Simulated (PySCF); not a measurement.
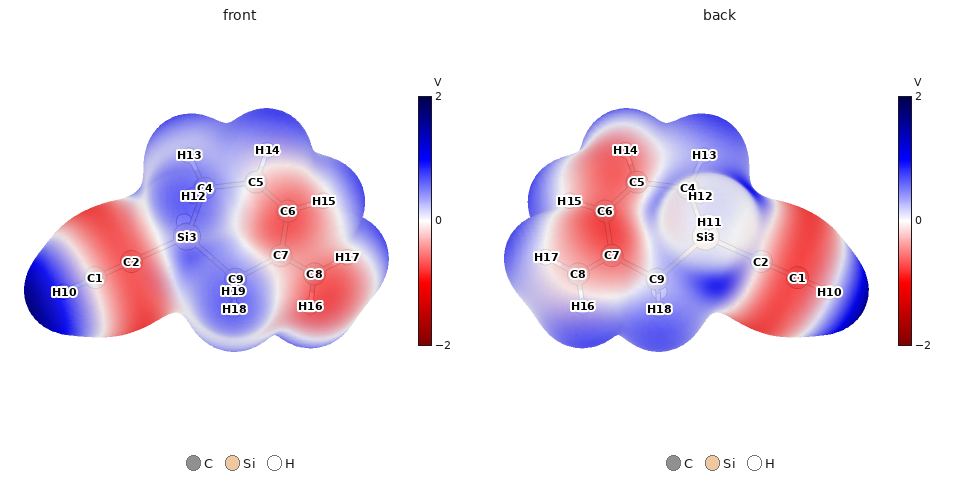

The picture shows: C₈H₁₀Si. The electrostatic potential painted on the density surface at 0.002 e/bohr³, seen from the front and from behind; the colour scale runs from red (negative) to blue (positive).

Geometry: GFN2-xTB.

Method: PySCF 2.14.0, PBE0/pcSseg-1, SCF density, gas phase, non-relativistic.

| atom | x (Å) | y (Å) | z (Å) |
| --- | --- | --- | --- |
| C | 3.8548 | 0.8746 | -0.9458 |
| C | 2.7180 | 0.4836 | -0.9348 |
| Si | 0.9675 | -0.1216 | -0.9197 |
| C | 0.7759 | -1.5518 | 0.3213 |
| C | -0.6196 | -1.6446 | 0.8500 |
| C | -1.5861 | -0.7322 | 0.7562 |
| C | -1.5228 | 0.5750 | 0.1151 |
| C | -2.6472 | 1.2025 | -0.2306 |
| C | -0.1765 | 1.1793 | -0.1351 |
| H | 4.8496 | 1.2183 | -0.9542 |
| H | 0.5521 | -0.4931 | -2.2794 |
| H | 1.4583 | -1.4076 | 1.1652 |
| H | 1.0498 | -2.5146 | -0.1153 |
| H | -0.8501 | -2.5757 | 1.3563 |
| H | -2.5563 | -0.9781 | 1.1716 |
| H | -2.6349 | 2.1620 | -0.7197 |
| H | -3.6183 | 0.7734 | -0.0466 |
| H | -0.2761 | 2.0833 | -0.7349 |
| H | 0.2521 | 1.4764 | 0.8261 |

### Describe the electrostatic potential map.

The most negative region (about −0.8 V) lies over C1, C2, C7 and C8, the most positive (about +1.6 V) over H10.

### What dipole moment does the calculation give?

Its dipole moment is 0.70 D.
